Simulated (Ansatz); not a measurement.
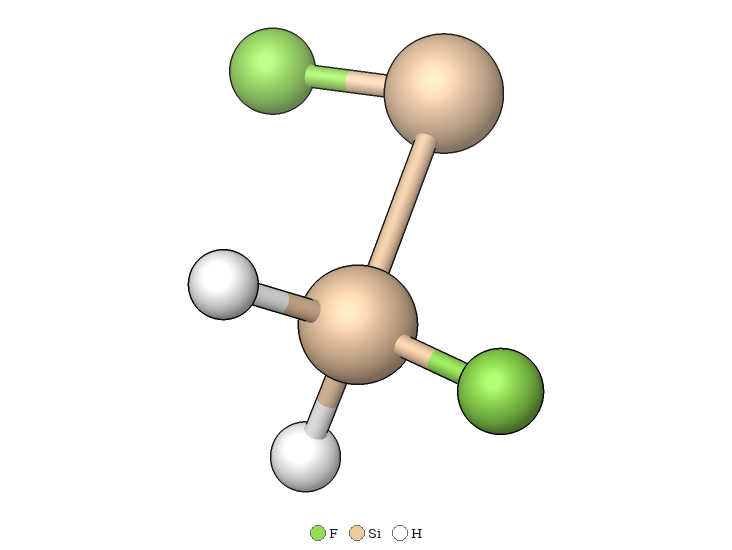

A ball-and-stick model of a molecule.

The computed structure is the end point of a PBE0-D4/def2-TZVP optimisation. No frequency run is at hand to confirm it as a minimum.

What does the picture show?

It has 6 atoms: 2 fluorine, 2 hydrogen and 2 silicon (F2H2Si2). The point group is Cs. Coordination: 1 Si bent; 1 Si tetrahedral.

More results for the same structure follow; atom numbers are the same in all pictures, views and colours differ.

### Shape

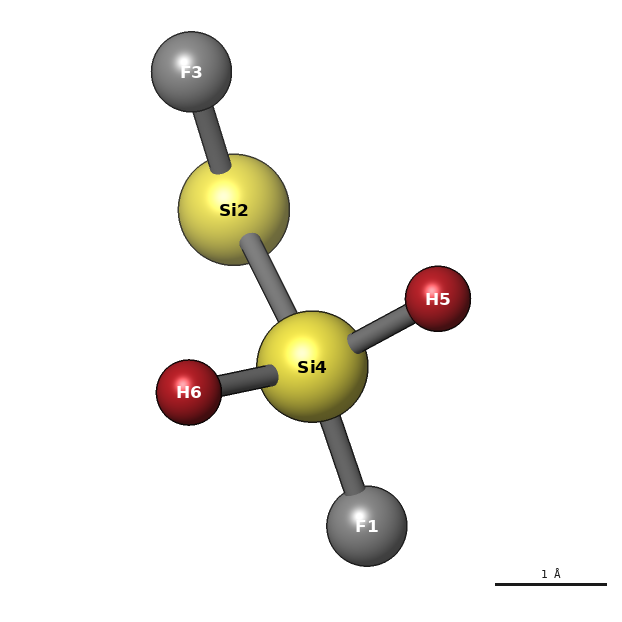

The atoms are numbered. No frequency run is at hand to confirm it as a minimum.

Give these bond angles: F3–Si2–Si4, F1–Si4–Si2, F1–Si4–H5, Si2–Si4–H5, H5–Si4–H6.

```csv
angle,degrees
F3–Si2–Si4,93.5
F1–Si4–Si2,110.9
F1–Si4–H5,107.4
Si2–Si4–H5,111.5
H5–Si4–H6,107.9
```

### Dipole moment

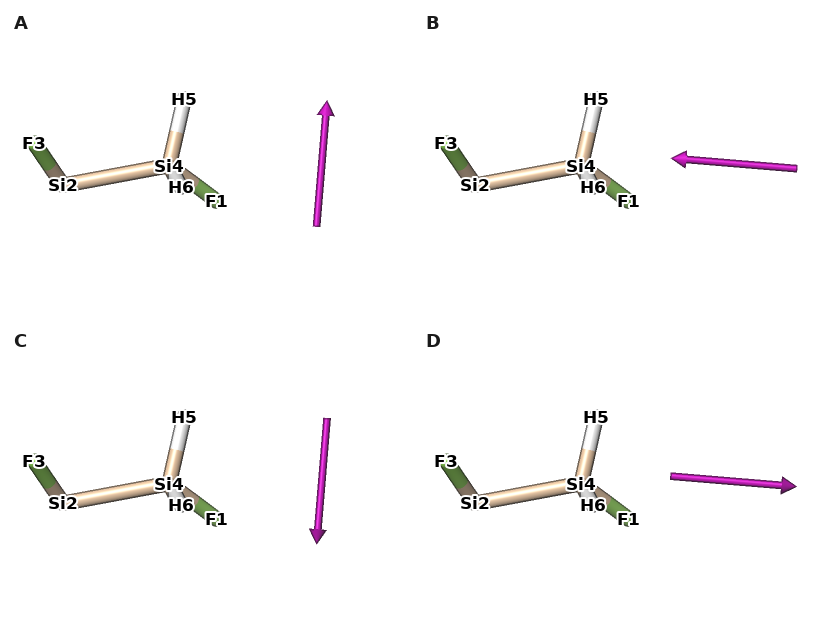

The same molecule four times, each with an arrow. No frequency run is at hand to confirm it as a minimum. Level of theory: RKS PBE0-D4/def2-TZVP (Ansatz 0.2.0).

> Which arrow points along the dipole moment, from the negative to the positive end?

B. The dipole moment is 0.64 D; it points from the side of F1 to the side of F3 (the outermost atoms at the two ends).

### Electronic properties

No frequency run is at hand to confirm it as a minimum. Properties computed with RKS PBE0-D4/def2-TZVPP (Ansatz 0.2.0).

Predict the main results.

- HOMO energy (Kohn–Sham orbital): −6.55 eV
- LUMO energy (Kohn–Sham orbital): −3.14 eV
- HOMO–LUMO gap: 3.41 eV

### Charges

The questions are on Mulliken charges. No frequency run is at hand to confirm it as a minimum. Method: RKS PBE0-D4/def2-TZVP (Ansatz 0.2.0).

> Which atom carries the highest charge (most positive or least negative)?

Si4 (0.34 e).

> And the lowest?

F1 (−0.33 e).

Give the Mulliken charges atom by atom.

| atom | value (e) |
| --- | --- |
| F1 | −0.33 |
| Si2 | 0.33 |
| F3 | −0.28 |
| Si4 | 0.34 |
| H5 | −0.03 |
| H6 | −0.03 |

Mulliken values depend strongly on the basis set and can even reverse the polarity of a bond.
